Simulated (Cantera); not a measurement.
A closed system holds: 1 mol C6H6, 0.35 mol H2O, a varied amount of N2, at 1525 K and 84.0 mbar.

Cantera equilibrium calculation (NASA polynomials, part measured and part estimated; ideal gas, pure solids and liquids). Candidate condensed phases: C, C6H6, C7H8, C8H18, H2O; 136 gas species. The numbers say what is thermodynamically allowed, not how fast it happens.

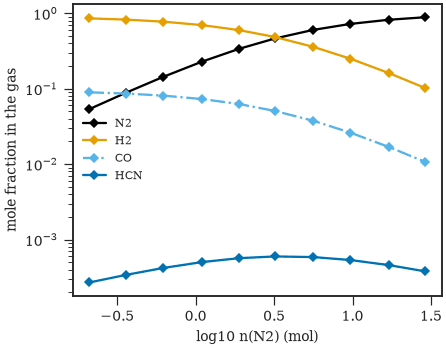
Equilibrium gas composition (values under 1e-9 drawn at 1e-9)

From 0.21 mol N2 to 29 mol N2 the condensed part is C(graphite). The main C-bearing gas is CO throughout.
